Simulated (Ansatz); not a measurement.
# C6H10O (SMILES O=C1CCCCC1) at CAM-B3LYP/6-31G(d) (spherical functions)

Aim: the energy change on altering one bond length of C6H10O at CAM-B3LYP/6-31G* (spherical functions), from 2 runs. 

Program for the calculation: Ansatz 0.2.0.

43 further runs of the same task are left out: 43 set aside as unsound or not needed.

## (1) The system as given

C6H10O has 17 atoms, charge 0, and is taken as a singlet. SMILES: `O=C1CCCCC1`. The coordinates come from a PBE0-D4/def2-TZVP relaxation. This is one conformer, not always the lowest.

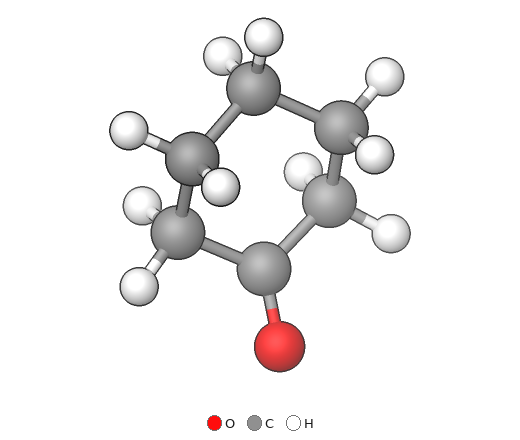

Viewed from a chosen angle; oxygen red, carbon grey, hydrogen white.

## (2) The energy at CAM-B3LYP/6-31G(d) (spherical functions)

Contents of input.yaml:

```yaml
crystal:
  periodic: [false, false, false]
  atoms:
    - symbol: O
      position_ang: [-0.707050, -1.990720, 1.679970]
    - symbol: C
      position_ang: [-0.276090, -1.006960, 1.130500]
    - symbol: C
      position_ang: [1.071500, -0.983390, 0.450670]
    - symbol: C
      position_ang: [0.978940, -0.413050, -0.965140]
    - symbol: C
      position_ang: [0.278700, 0.937220, -0.977400]
    - symbol: C
      position_ang: [-1.107560, 0.839550, -0.358990]
    - symbol: C
      position_ang: [-1.047750, 0.288870, 1.066330]
    - symbol: H
      position_ang: [1.486080, -1.992120, 0.464880]
    - symbol: H
      position_ang: [1.728570, -0.341250, 1.052020]
    - symbol: H
      position_ang: [1.980680, -0.333630, -1.395730]
    - symbol: H
      position_ang: [0.422850, -1.114500, -1.597710]
    - symbol: H
      position_ang: [0.207870, 1.314750, -2.001370]
    - symbol: H
      position_ang: [0.878510, 1.664790, -0.416230]
    - symbol: H
      position_ang: [-1.599670, 1.815780, -0.355610]
    - symbol: H
      position_ang: [-1.731180, 0.178640, -0.971940]
    - symbol: H
      position_ang: [-2.039630, 0.124490, 1.489130]
    - symbol: H
      position_ang: [-0.524770, 1.011520, 1.706640]
basis:
  gaussian:
    orbitals: 6-31G_st_-spherical.json
output:
  orbitals: {seedname: orbitals}
accuracy: high
hamiltonian:
  xc: {name: CAM-B3LYP}
```

The basis set 6-31G* is read from a file made from the Basis Set Exchange's data (not shown).

Command:

```bash
$ ansatz run input.yaml --threads 1 --pin off --max-ram 3480MiB --events-out events.jsonl --progress --plain --runs-dir runs
```

Log:

```text
Warning: RAYON_NUM_THREADS=1 ignored (pool sized by the plan → 1); use --threads N
Functional definition: CAM-B3LYP
  name "CAM-B3LYP"
  parameter alpha = 0.19
  parameter beta = 0.46
  parameter omega = 0.33/bohr
  parameter ac = 0.81
  exchange = (1 - alpha - beta)*b88_x + beta*b88_x_sr(omega) + alpha*exact_x + beta*exact_x_lr(omega)
  correlation = (1 - ac)*vwn5_c + ac*lyp_c
3057 factors; integrals over basis functions are off by at most 3.6e-9 eV
521 factors; integrals over basis functions are off by at most 1.8e-9 eV
mean field evaluation 1: about -8420.9780 eV, gradient 5.5e1 eV
mean field evaluation 2: about -8420.3177 eV, gradient 6.3e1 eV
mean field evaluation 4: about -8427.4724 eV, gradient 3.2e0 eV
mean field evaluation 8: about -8427.8393 eV, gradient 2.1e-1 eV
mean field evaluation 16: about -8427.8394 eV, gradient 1.1e-4 eV
mean field -8427.83937551 eV, -309.7173844552 hartree, gradient 8.9e-9 eV, S^2 0.000000; 0 other end points of the search recorded, 0 dependent functions left out
reference -8427.83939410 eV, -309.7173851386 hartree; 27, 27 occupied and 91, 91 virtual orbitals, 3057 factors
Total energy: -8427.83939410 eV, -309.7173851386 hartree
```

Wall time 23 s (1 thread of Arm Neoverse V1, shared host); peak memory 0.63 GiB.

## (3) The distorted shape

Contents of in.yaml:

```yaml
basis:
  gaussian: {orbitals: 6-31G_st_-spherical.json}
crystal:
  periodic: [false, false, false]
  atoms:
    - {symbol: O, position_ang: [-0.623638, -1.885505, 1.774854]}
    - {symbol: C, position_ang: [-0.192678, -0.901745, 1.225384]}
    - {symbol: C, position_ang: [1.154912, -0.878175, 0.545554]}
    - {symbol: C, position_ang: [1.062352, -0.307835, -0.870256]}
    - {symbol: C, position_ang: [0.362112, 1.042435, -0.882516]}
    - {symbol: C, position_ang: [-1.024148, 0.944765, -0.264106]}
    - {symbol: C, position_ang: [-0.964338, 0.394085, 1.161214]}
    - {symbol: H, position_ang: [1.569492, -1.886905, 0.559764]}
    - {symbol: H, position_ang: [1.811982, -0.236035, 1.146904]}
    - {symbol: H, position_ang: [2.064092, -0.228415, -1.300846]}
    - {symbol: H, position_ang: [0.422850, -1.114500, -1.597710]}
    - {symbol: H, position_ang: [0.291282, 1.419965, -1.906486]}
    - {symbol: H, position_ang: [0.961922, 1.770005, -0.321346]}
    - {symbol: H, position_ang: [-1.516258, 1.920995, -0.260726]}
    - {symbol: H, position_ang: [-1.647768, 0.283855, -0.877056]}
    - {symbol: H, position_ang: [-1.956218, 0.229705, 1.584014]}
    - {symbol: H, position_ang: [-0.441358, 1.116735, 1.801524]}
total_charge: 0
accuracy: high
output: {orbitals: {seedname: orbitals}}
hamiltonian: {xc: {name: CAM-B3LYP}}
```

The basis set 6-31G* is read from a file made from the Basis Set Exchange's data (not shown).

Command:

```bash
$ ansatz run in.yaml --threads 1 --pin off --max-ram 3480MiB --events-out events.jsonl --progress --plain --runs-dir runs
```

Log, shortened:

```text
Warning: RAYON_NUM_THREADS=1 ignored (pool sized by the plan → 1); use --threads N
[... 8 set-up lines as earlier in the session ...]
3063 factors; integrals over basis functions are off by at most 3.5e-9 eV
525 factors; integrals over basis functions are off by at most 2.2e-9 eV
mean field evaluation 1: about -8420.7027 eV, gradient 5.5e1 eV
mean field evaluation 2: about -8419.9795 eV, gradient 6.3e1 eV
mean field evaluation 4: about -8427.1588 eV, gradient 3.2e0 eV
mean field evaluation 8: about -8427.5195 eV, gradient 2.4e-1 eV
mean field evaluation 16: about -8427.5196 eV, gradient 1.3e-4 eV
mean field -8427.51964737 eV, -309.7056346628 hartree, gradient 9.9e-8 eV, S^2 0.000000; 0 other end points of the search recorded, 0 dependent functions left out
reference -8427.51966619 eV, -309.7056353544 hartree; 27, 27 occupied and 91, 91 virtual orbitals, 3063 factors
Total energy: -8427.51966619 eV, -309.7056353544 hartree
```

It took 23 s on 1 thread of Arm Neoverse V1, shared host; peak memory 0.63 GiB.

## (4) Outcome

Level: CAM-B3LYP/6-31G* (spherical functions).

| quantity | value |
| --- | --- |
| first shape: total energy | -309.71739 Eh |
| first shape: HOMO energy | -8.04 eV |
| first shape: LUMO energy | 1.27 eV |
| first shape: HOMO–LUMO gap | 9.31 eV |
| distorted shape: total energy | -309.70564 Eh |
| distorted shape: HOMO energy | -8.05 eV |
| distorted shape: LUMO energy | 1.27 eV |
| distorted shape: HOMO–LUMO gap | 9.32 eV |
| energy change with the C4–H11 bond stretched from 1.096 to 1.261 Å | 0.320 eV |

With the C4–H11 bond stretched from 1.096 to 1.261 Å the energy rises by 0.32 eV (30.8 kJ/mol). The first shape isn't relaxed at this level, so the change isn't measured from a minimum.
